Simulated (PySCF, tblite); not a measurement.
# C₄H₁₄AlNSi₂: geometry, infrared bands, NMR shifts and electronic excitations, part 1 of 2

What infrared bands, NMR shifts and electronic excitations should C₄H₁₄AlNSi₂ (`[SiH3][N]([SiH3])[Al]1[CH2]CC[CH2]1`) show?

The runs use tblite 0.8.0 and PySCF 2.14.0, with density-fitted response routines of our own; the level of theory stands in each step. All values are computed, except where a source is named. Atoms are numbered from 0 throughout.

## Step 1: The molecule as given

22 atoms, charge 0, multiplicity 1; geometry from: force field or distance geometry start.

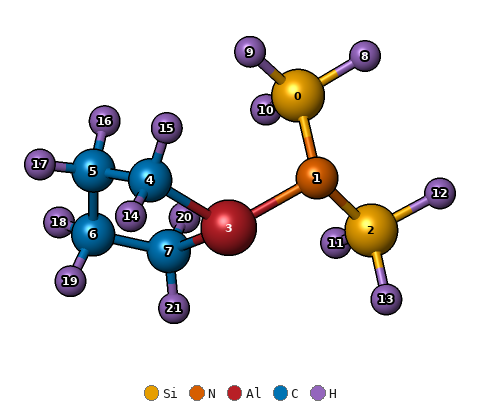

As it starts; silicon amber, nitrogen orange, aluminium red, carbon blue, hydrogen purple, atoms numbered.

## Step 2: Optimising the geometry with GFN2-xTB

The job: settings as JSON, then the geometry in Å.

```
{"job": {"kind": "relax", "xc": "GFN2-xTB", "basis": "xTB"}, "charge": 0, "multiplicity": 1}
Si    -1.808700    -1.214500     1.010100
N     -1.735000     0.580000     0.890000
Si    -2.886200     1.094400    -0.353500
Al     0.021100     1.052900     0.279800
C      1.590100     0.448000     1.312600
C      2.286500    -0.525900     0.356000
C      2.165100    -0.040000    -1.098000
C      0.722100     0.339200    -1.403900
H     -3.148900    -1.612200     1.479700
H     -0.821300    -1.699600     1.977300
H     -1.568600    -1.826300    -0.304400
H     -2.583200     0.455300    -1.642800
H     -4.263500     0.724500     0.059300
H     -2.829000     2.558600    -0.513900
H      2.238000     1.330500     1.531000
H      1.294700    -0.060200     2.258300
H      1.821800    -1.526500     0.452700
H      3.361700    -0.626400     0.636800
H      2.509400    -0.833300    -1.785300
H      2.821000     0.849400    -1.230300
H      0.125700    -0.552400    -1.703400
H      0.676600     1.103800    -2.208900
```

Command:

```
OMP_NUM_THREADS=1 python probes_run.py task.json out
```

This one command runs all jobs of the session in turn.

Standard output:

```text
step      E/eV     max force
  0    -630.02830    2.183
  1    -630.18634    1.611
  2    -630.32529    0.937
  3    -630.38374    0.901
  4    -630.47143    0.618
  5    -630.50492    0.516
  6    -630.54482    0.470
  7    -630.57271    0.389
  8    -630.59301    0.335
  9    -630.60770    0.280
 10    -630.62268    0.295
 11    -630.64023    0.330
 12    -630.66100    0.377
 13    -630.67938    0.297
 14    -630.69193    0.232
 15    -630.70251    0.266
 16    -630.71663    0.347
 17    -630.73413    0.375
 18    -630.75174    0.346
 19    -630.76576    0.296
 20    -630.77604    0.243
 21    -630.78423    0.230
 22    -630.79228    0.242
 23    -630.79983    0.187
 24    -630.80595    0.177
 25    -630.81089    0.195
 26    -630.81595    0.179
 27    -630.82179    0.219
 28    -630.82749    0.189
 29    -630.83189    0.127
 30    -630.83518    0.141
 31    -630.83878    0.210
 32    -630.84403    0.294
 33    -630.85084    0.306
 34    -630.85792    0.206
 35    -630.86430    0.187
 36    -630.87045    0.159
 37    -630.87688    0.272
 38    -630.88262    0.271
 39    -630.88673    0.162
 40    -630.88976    0.153
 41    -630.89295    0.178
 42    -630.89679    0.225
 43    -630.90109    0.221
 44    -630.90508    0.127
 45    -630.90824    0.143
 46    -630.91230    0.187
 47    -630.91705    0.186
 48    -630.92144    0.135
 49    -630.92504    0.130
 50    -630.92793    0.146
 51    -630.93041    0.129
 52    -630.93236    0.098
 53    -630.93393    0.091
 54    -630.93551    0.108
 55    -630.93728    0.125
 56    -630.93914    0.102
 57    -630.94119    0.110
 58    -630.94284    0.112
 59    -630.94554    0.158
 60    -630.94855    0.162
 61    -630.95178    0.124
 62    -630.95463    0.124
 63    -630.95731    0.121
 64    -630.96023    0.132
 65    -630.96361    0.155
 66    -630.96733    0.154
 67    -630.97131    0.155
 68    -630.97518    0.175
 69    -630.97774    0.211
 70    -630.98239    0.134
 71    -630.98627    0.110
 72    -630.99003    0.104
 73    -630.99418    0.128
 74    -630.99829    0.143
 75    -631.00237    0.118
 76    -631.00629    0.103
 77    -631.00924    0.145
 78    -631.01294    0.163
 79    -631.01711    0.208
 80    -631.02237    0.185
 81    -631.02666    0.141
 82    -631.03190    0.174
 83    -631.03646    0.157
 84    -631.04149    0.196
 85    -631.04526    0.160
 86    -631.04895    0.146
 87    -631.05165    0.118
 88    -631.05621    0.167
 89    -631.06018    0.126
 90    -631.06210    0.109
 91    -631.06365    0.109
 92    -631.06509    0.091
 93    -631.06729    0.081
 94    -631.06850    0.088
 95    -631.06989    0.073
 96    -631.07078    0.070
 97    -631.07150    0.055
 98    -631.07218    0.045
 99    -631.07274    0.049
100    -631.07317    0.040
101    -631.07354    0.049
102    -631.07390    0.044
103    -631.07430    0.044
104    -631.07472    0.044
105    -631.07512    0.038
106    -631.07553    0.037
107    -631.07595    0.040
108    -631.07629    0.032
109    -631.07653    0.036
110    -631.07670    0.033
111    -631.07686    0.027
112    -631.07702    0.026
113    -631.07721    0.027
114    -631.07739    0.025
115    -631.07754    0.024
116    -631.07768    0.024
117    -631.07780    0.023
118    -631.07791    0.022
119    -631.07805    0.023
120    -631.07822    0.032
121    -631.07841    0.036
122    -631.07859    0.034
123    -631.07876    0.024
124    -631.07893    0.028
125    -631.07910    0.024
126    -631.07925    0.024
127    -631.07938    0.023
128    -631.07948    0.020
129    -631.07958    0.023
130    -631.07972    0.021
131    -631.07986    0.023
132    -631.07998    0.023
133    -631.08008    0.022
134    -631.08018    0.022
135    -631.08028    0.019
136    -631.08037    0.015
137    -631.08042    0.016
138    -631.08046    0.016
139    -631.08052    0.017
140    -631.08059    0.017
141    -631.08065    0.013
142    -631.08068    0.011
143    -631.08070    0.011
144    -631.08073    0.012
145    -631.08076    0.012
146    -631.08081    0.012
147    -631.08085    0.016
148    -631.08090    0.019
149    -631.08094    0.016
150    -631.08096    0.010
151    -631.08097    0.007
```

It took 1.7 s on 1 thread of Arm Neoverse V1, shared host; peak memory 0.18 GiB.

Along the way: (not every step is listed)

```csv
step,energy from step 0 (eV),largest force (eV/Å)
0,0.0000,2.1826
1,-0.1580,1.6108
2,-0.2970,0.9374
3,-0.3554,0.9006
4,-0.4431,0.6183
5,-0.4766,0.5165
6,-0.5165,0.4704
7,-0.5444,0.3888
8,-0.5647,0.3351
21,-0.7559,0.2303
34,-0.8296,0.2055
47,-0.8888,0.1859
60,-0.9203,0.1619
73,-0.9659,0.1284
86,-1.0207,0.1463
99,-1.0444,0.0493
112,-1.0487,0.0260
125,-1.0508,0.0244
138,-1.0522,0.0160
146,-1.0525,0.0124
147,-1.0526,0.0158
148,-1.0526,0.0190
149,-1.0526,0.0164
150,-1.0527,0.0103
151,-1.0527,0.0071
```

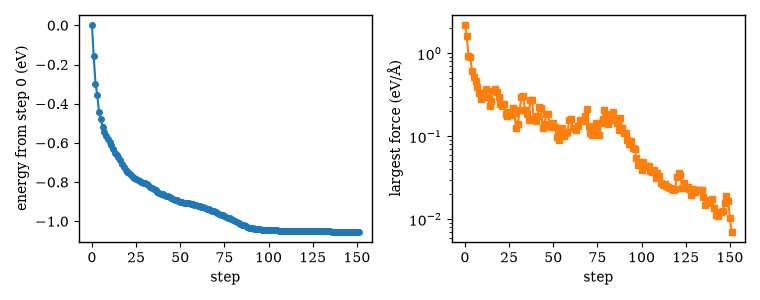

Energy and force, step by step.

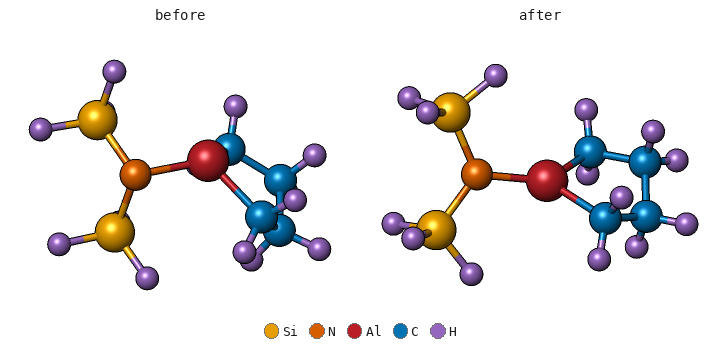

The geometry before (left) and after (right).

Close pairs (by a distance rule), those that changed most:

```csv
bond,before (Å),after (Å),change (Å)
N1–Al3,1.918,1.818,-0.100
Si0–N1,1.800,1.740,-0.060
Al3–C7,1.958,2.001,+0.042
N1–Si2,1.771,1.740,-0.031
Al3–C4,1.973,2.001,+0.027
C5–H17,1.116,1.095,-0.021
C4–H14,1.116,1.097,-0.019
C6–H19,1.113,1.094,-0.019
```

The end geometry stands in the next job.

## Step 3: Harmonic vibrations with GFN2-xTB

The job: settings as JSON, then the geometry in Å.

```
{"job": {"kind": "ir", "xc": "GFN2-xTB", "basis": "xTB"}, "charge": 0, "multiplicity": 1}
Si    -2.513244    -1.457389     1.097860
N     -1.819299    -0.107863     0.247266
Si    -2.848953     1.155523    -0.360850
Al    -0.020878    -0.009621     0.000821
C      1.475771     0.177675     1.315488
C      2.614993    -0.180921     0.343902
C      2.386834     0.471048    -1.029790
C      1.081987    -0.038869    -1.668466
H     -3.211660    -1.004866     2.304788
H     -1.367550    -2.319805     1.434382
H     -3.460038    -2.168526     0.232572
H     -3.803994     0.620223    -1.335370
H     -3.586598     1.784644     0.739374
H     -1.930231     2.119899    -0.989564
H      1.640200     1.190198     1.704919
H      1.500739    -0.484787     2.186810
H      2.642481    -1.265838     0.204591
H      3.589193     0.127513     0.736075
H      3.250874     0.277779    -1.673172
H      2.318334     1.553162    -0.883617
H      1.258762    -1.028869    -2.106814
H      0.791868     0.609077    -2.502053
```

Standard output:

```text
mode    cm-1     km/mol
  1      20.6      0.01
  2      42.6      0.03
  3      66.4      0.46
  4      87.2      1.00
  5     117.0      2.36
  6     119.8      0.97
  7     137.6      0.41
  8     183.7      3.29
  9     218.5     13.42
 10     234.6      7.73
 11     284.1     13.29
 12     426.6     11.48
 13     438.8      4.63
 14     518.4     51.43
 15     542.9      1.17
 16     543.5      5.83
 17     560.1     27.10
 18     580.6     63.55
 19     588.4    127.60
 20     635.8     11.83
 21     659.0     65.45
 22     749.3      0.01
 23     762.2    380.11
 24     784.7    135.19
 25     791.5    680.32
 26     792.1     53.76
 27     821.4    407.02
 28     862.2      6.83
 29     878.0     54.01
 30     893.7    224.20
 31     904.2    374.49
 32     974.5    411.03
 33     997.7      1.59
 34    1015.7     11.67
 35    1047.4     22.77
 36    1101.5      1.75
 37    1138.8      2.89
 38    1188.1      0.10
 39    1245.9      0.90
 40    1253.4      0.09
 41    1332.2      0.92
 42    1333.4      1.97
 43    1456.7      0.82
 44    1460.5      3.73
 45    1488.6      0.06
 46    1495.2      0.29
 47    2145.0    255.65
 48    2153.0    351.51
 49    2201.0      6.01
 50    2216.3    490.10
 51    2221.1    400.89
 52    2232.4    471.64
 53    2891.3      4.64
 54    2893.7     36.20
 55    2922.1      1.62
 56    2924.9     12.27
 57    2927.0     81.80
 58    2928.3     98.55
 59    2946.5     96.10
 60    2948.0     86.29
```

Wall time 1.3 s (1 thread of Arm Neoverse V1, shared host); peak memory 0.18 GiB.

The strongest bands and the atoms that carry them (share of the mass-weighted mode):

```csv
cm⁻¹,km/mol,atoms
762,380.1,"H13 30 %, H9 30 %, H8 11 %, H11 11 %"
792,680.3,"H12 17 %, H10 17 %, H11 16 %, H8 16 %"
821,407.0,"H10 19 %, H8 19 %, H12 19 %, H11 19 %"
904,374.5,N1 42 %
974,411.0,"N1 77 %, Si0 10 %, Si2 10 %"
2216,490.1,"H12 49 %, H10 47 %"
2221,400.9,"H8 52 %, H11 43 %"
2232,471.6,"H11 36 %, H12 22 %, H8 21 %, H10 18 %"
```

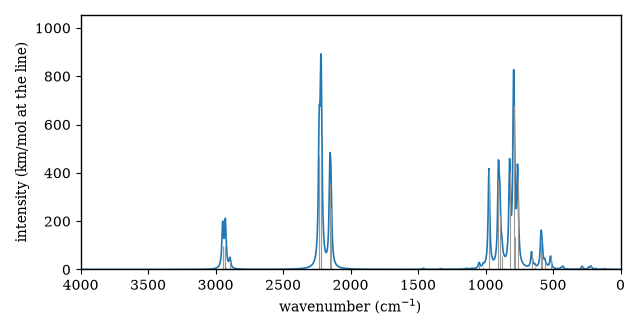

The infrared spectrum from these modes, unscaled. Lines are broadened to a width of 14 cm⁻¹ (Lorentzian).

## Step 4: Optimising the geometry at PBE0-D3(BJ)/def2-SVP

The job: settings as JSON, then the geometry in Å.

```
{"job": {"xc": "PBE0", "basis": "def2-SVP", "d3": "d3bj", "grid": 1, "shake": 0.01, "kind": "geom"}, "charge": 0, "multiplicity": 1}
Si    -2.492830    -1.482950     1.102040
N     -1.824980    -0.112390     0.245110
Si    -2.869150     1.153200    -0.369500
Al     0.012350    -0.007360    -0.002710
C      1.472960     0.170990     1.304940
C      2.611080    -0.176100     0.341520
C      2.396410     0.469050    -1.029550
C      1.097450    -0.033420    -1.673520
H     -3.213490    -0.999460     2.324140
H     -1.370250    -2.322240     1.444410
H     -3.468900    -2.171440     0.241400
H     -3.798190     0.621140    -1.328670
H     -3.614880     1.794860     0.729780
H     -1.946920     2.122660    -0.982560
H      1.635750     1.179430     1.705180
H      1.500210    -0.470730     2.194280
H      2.644420    -1.254720     0.202540
H      3.579930     0.133350     0.741900
H      3.248730     0.269950    -1.670880
H      2.293400     1.560060    -0.878700
H      1.242370    -1.028260    -2.116450
H      0.799440     0.588740    -2.511200
```

Standard output:

```text
step   0  E = -1036.06030495  max force = 0.028901
step   1  E = -1036.06970415  max force = 0.004263
step   2  E = -1036.07043599  max force = 0.002187
step   3  E = -1036.07156734  max force = 0.002986
step   4  E = -1036.07304473  max force = 0.005671
step   5  E = -1036.07381730  max force = 0.005020
step   6  E = -1036.07446360  max force = 0.002814
step   7  E = -1036.07470167  max force = 0.001306
step   8  E = -1036.07478277  max force = 0.001474
step   9  E = -1036.07485322  max force = 0.001065
step  10  E = -1036.07486608  max force = 0.000412
optimisation converged
```

Run time: 4 min. Hardware: 1 thread of Arm Neoverse V1, shared host; peak memory 0.89 GiB.

Along the way:

```csv
step,energy from step 0 (eV),largest force component (eV/Å)
0,0.0000,1.4861
1,-0.2558,0.2192
2,-0.2757,0.1125
3,-0.3065,0.1535
4,-0.3467,0.2916
5,-0.3677,0.2581
6,-0.3853,0.1447
7,-0.3918,0.0672
8,-0.3940,0.0758
9,-0.3959,0.0548
10,-0.3962,0.0212
```

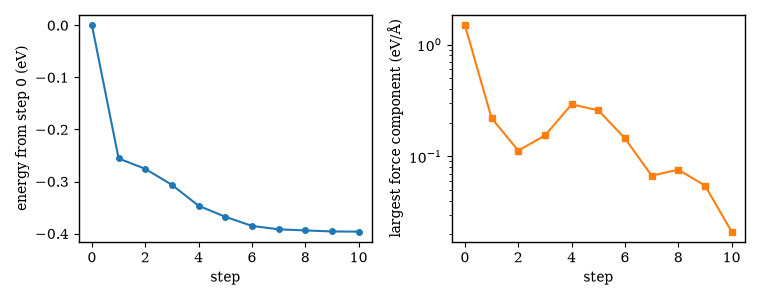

Energy and largest force along the relaxation.

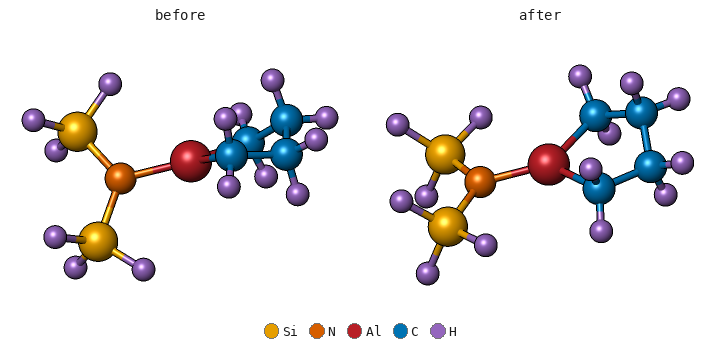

Before and after, at one scale.

Close pairs (by a distance rule), those that changed most:

```csv
bond,before (Å),after (Å),change (Å)
Si2–H11,1.437,1.497,+0.060
Si0–H9,1.443,1.494,+0.051
N1–Al3,1.857,1.809,-0.048
Al3–C7,1.992,1.960,-0.032
Si0–H10,1.472,1.497,+0.025
Si2–H13,1.472,1.494,+0.022
Si2–H12,1.475,1.497,+0.022
C6–H18,1.085,1.104,+0.018
```

The end geometry stands in the next job.

```csv
at the end point,value
point group (found at 0.08 Å tolerance),C2
"rotational constants (GHz, main isotopes)","1.990, 0.697, 0.533"
dipole moment (D),0.52
```

## Step 5: NMR shieldings: PBE0/pcSseg-1

The job: settings as JSON, then the geometry in Å.

```
{"job": {"kind": "nmr", "xc": "PBE0", "basis": "pcSseg-1"}, "charge": 0, "multiplicity": 1}
Si    -2.441961    -0.891853     1.675309
N     -1.785162    -0.118510     0.246294
Si    -2.893111     0.539478    -0.942119
Al     0.002474     0.000467    -0.002383
C      1.493468    -0.649319     1.092189
C      2.643898    -0.462619     0.082399
C      2.443126     0.799908    -0.778370
C      1.051580     0.817619    -1.442627
H     -3.263713     0.065572     2.481420
H     -1.314294    -1.389401     2.519174
H     -3.323881    -2.045539     1.310625
H     -3.774180    -0.527796    -1.512970
H     -3.782233     1.582230    -0.338954
H     -2.102350     1.156964    -2.049300
H      1.641410     0.007132     1.970585
H      1.435003    -1.674984     1.488081
H      2.679366    -1.337895    -0.592611
H      3.628706    -0.425216     0.579091
H      3.256181     0.880591    -1.520124
H      2.543497     1.684871    -0.122727
H      1.044609     0.169002    -2.339020
H      0.757124     1.819212    -1.791868
```

With the program's defaults for keys left out, this is: GIAO PBE0/pcSseg-1 NMR shielding, non-relativistic, gas phase.

Standard output:

```text
coarse grid: 18960 points
cycle   1  E = -1036.2611580383  dE =  4.102e-01  |g| = 6.612e-01  |ddm| = 4.191e+00
cycle   2  E = -1036.1517222198  dE =  1.094e-01  |g| = 9.431e-01  |ddm| = 1.321e+00
cycle   3  E = -1036.3633841468  dE = -2.117e-01  |g| = 1.225e-01  |ddm| = 8.605e-01
cycle   4  E = -1036.3665071077  dE = -3.123e-03  |g| = 4.595e-02  |ddm| = 1.405e-01
cycle   5  E = -1036.3670165089  dE = -5.094e-04  |g| = 9.178e-03  |ddm| = 4.389e-02
cycle   6  E = -1036.3670349234  dE = -1.841e-05  |g| = 1.672e-03  |ddm| = 1.187e-02
cycle   7  E = -1036.3670355558  dE = -6.324e-07  |g| = 5.038e-04  |ddm| = 1.962e-03
final grid: 166776 points
cycle   8  E = -1036.4108997305  dE = -2.658e-05  |g| = 8.220e-03  |ddm| = 2.782e-02
cycle   9  E = -1036.4108845873  dE =  1.514e-05  |g| = 1.147e-02  |ddm| = 1.669e-02
cycle  10  E = -1036.4109164901  dE = -3.190e-05  |g| = 1.021e-03  |ddm| = 9.656e-03
cycle  11  E = -1036.4109166957  dE = -2.056e-07  |g| = 3.621e-04  |ddm| = 1.037e-03
cycle  12  E = -1036.4109167255  dE = -2.978e-08  |g| = 3.612e-05  |ddm| = 3.152e-04
cycle  13  E = -1036.4109167257  dE = -2.619e-10  |g| = 1.395e-05  |ddm| = 5.659e-05
converged SCF energy = -1036.4109167257

GIAO shielding tensors (ppm)
atom      isotropic    diamagn.    paramagn.     s11        s22        s33       span
  0 Si     400.176     878.645    -478.470    356.190    366.250    478.087    121.897
  1 N      227.155     333.672    -106.517    143.891    255.672    281.902    138.011
  2 Si     400.154     878.649    -478.495    355.978    366.399    478.085    122.107
  3 Al     307.258     800.386    -493.129    280.045    281.879    359.850     79.805
  4 C      179.509     254.096     -74.587    161.081    179.960    197.486     36.405
  5 C      155.604     247.334     -91.731    146.855    154.804    165.152     18.297
  6 C      155.617     247.320     -91.703    146.847    154.821    165.183     18.336
  7 C      179.457     254.105     -74.648    160.998    179.929    197.444     36.447
  8 H       26.474      27.868      -1.394     23.182     24.228     32.012      8.830
  9 H       26.300      29.240      -2.940     21.791     27.050     30.060      8.269
 10 H       26.464      27.833      -1.369     23.223     24.163     32.005      8.781
 11 H       26.474      27.876      -1.403     23.184     24.228     32.009      8.825
 12 H       26.463      27.841      -1.378     23.226     24.155     32.009      8.783
 13 H       26.294      29.244      -2.950     21.776     27.065     30.041      8.266
 14 H       31.373      32.230      -0.857     26.658     29.175     38.287     11.629
 15 H       30.837      32.244      -1.407     26.001     28.991     37.520     11.519
 16 H       30.336      30.742      -0.406     25.693     28.586     36.729     11.036
 17 H       29.138      28.701       0.437     23.677     27.439     36.297     12.621
 18 H       29.139      28.699       0.441     23.679     27.439     36.300     12.621
 19 H       30.334      30.733      -0.399     25.692     28.578     36.730     11.037
 20 H       31.371      32.222      -0.850     26.661     29.168     38.286     11.625
 21 H       30.836      32.234      -1.398     26.005     28.981     37.521     11.516
```

Wall time 46 s (1 thread of Arm Neoverse V1, shared host); peak memory 1 GiB.

Shifts follow as δ = σ(reference) − σ, with reference shieldings (ppm) from runs at the same level and on the same kind of geometry: ¹H TMS 31.27, ¹³C TMS 184.4, ²⁹Si TMS 352.0, ¹⁵N NH3 265.7, ²⁷Al AlH4- 489.3. The references are single molecules in the gas phase, so shifts against H2O, NH3, PH3, H3PO4 or CFCl3 are not on the usual liquid scales and can be off by tens of ppm. Shifts against hydride references such as AlH4− lie on their own scale. Atoms listed in one row are averaged.

```csv
atoms,environment,σ (ppm),δ (ppm)
"C5, C6",sp3 CH2 in a ring,155.6,28.8
"C4, C7",sp3 CH2 bonded to Al,179.5,4.9
"H8, H9, H10, H11, H12, H13",hydrogen on a silicon bonded to N,26.41,4.86
"H16, H17, H18, H19",hydrogen on an sp3 CH2 in a ring,29.74,1.53
"H14, H15, H20, H21",hydrogen on an sp3 CH2 bonded to Al,31.10,0.16
"Si0, Si2","silicon bonded to N, 3 H",400.2,-48.2
N1,"nitrogen bonded to Al, 2 Si",227.2,38.5
Al3,"aluminium bonded to 2 C, N, in a 5-membered ring",307.3,182.0
```

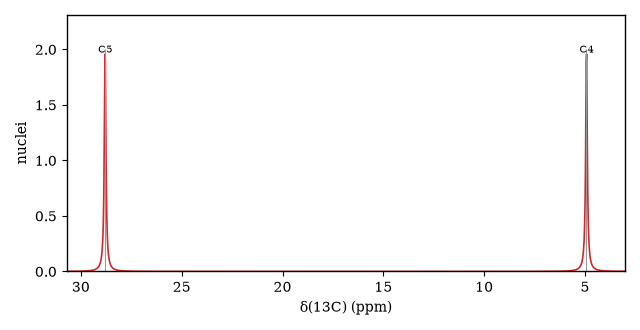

¹³C lines at the computed shifts, without couplings. Lines are broadened to a width of 0.10 ppm (Lorentzian).

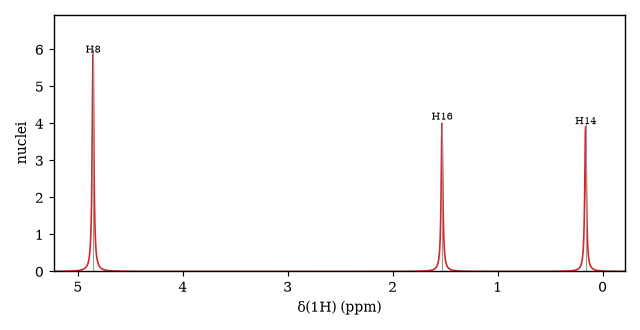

¹H lines at the computed shifts, without couplings. Lines are broadened to a width of 0.02 ppm (Lorentzian).

Charges from the same density, by scheme (e):

```csv
atoms,Mulliken,IAO,Hirshfeld,ESP fit
"Si0, Si2",0.61,0.72,0.33,0.46
N1,-1.16,-1.03,-0.40,-0.69
Al3,1.12,1.00,0.55,0.84
"C4, C7",-0.61,-0.62,-0.22,-0.37
"C5, C6",-0.24,-0.24,-0.07,-0.01
```

Hirshfeld charges:

Si0 0.33; N1 -0.40; Si2 0.33; Al3 0.55; C4 -0.22; C5 -0.07; C6 -0.07; C7 -0.22; H8 -0.08; H9 -0.07; H10 -0.08; H11 -0.08; H12 -0.08; H13 -0.07; H14 0.03; H15 0.03; H16 0.03; H17 0.03; H18 0.03; H19 0.03; H20 0.03; H21 0.03

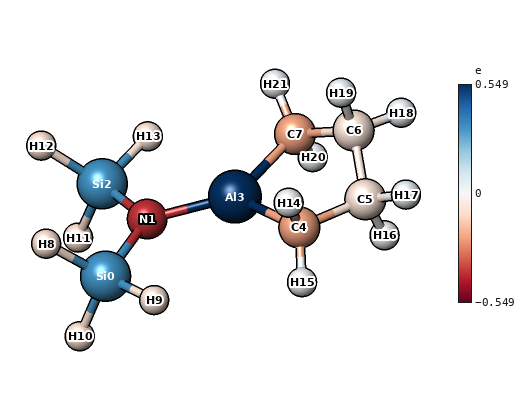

Hirshfeld charges, as colours on the atoms.

Mayer bond orders: Si0–N1 0.89, N1–Si2 0.89, N1–Al3 0.86, Al3–C4 0.87, C4–C5 1.01, C5–C6 1.02, C6–C7 1.01, C7–Al3 0.87.

Ring of atoms Al3, C4, C5, C6, C7: NICS(0) -3.7, NICS(1) -3.0, NICS(1)zz -1.1 ppm (means of both faces).

(Continued in part 2 of 2.)
